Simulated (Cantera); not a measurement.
Charge: 1 mol Si, a varied amount of Cl2, 9.5 mol H2, held at 1423 K and 100000 Pa.

Method: chemical equilibrium by Gibbs-energy minimisation in Cantera with the NASA 1993 tables (ideal gas, pure condensed phases). Candidate condensed phases: Si; 19 gas species. The tables' values for SiCl3 are old estimates; treat these amounts as uncertain. Equilibrium is a limit: real reactors are often held back by kinetics, nucleation or transport.

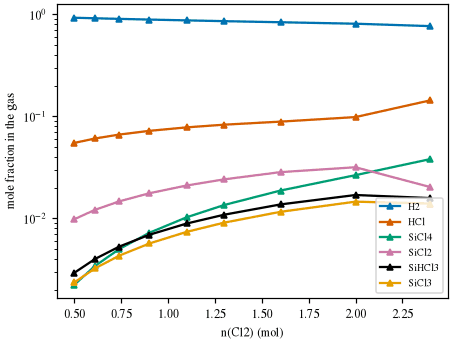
Figure: Equilibrium gas composition (values under 1e-9 drawn at 1e-9)

From 0.5 mol Cl2 to 1.6 mol Cl2 the condensed part is Si(s). From 2 mol Cl2 to 2.4 mol Cl2 nothing is condensed. The main Si-bearing gas is SiCl2 at 0.5 mol Cl2 and SiCl4 at 2.4 mol Cl2.
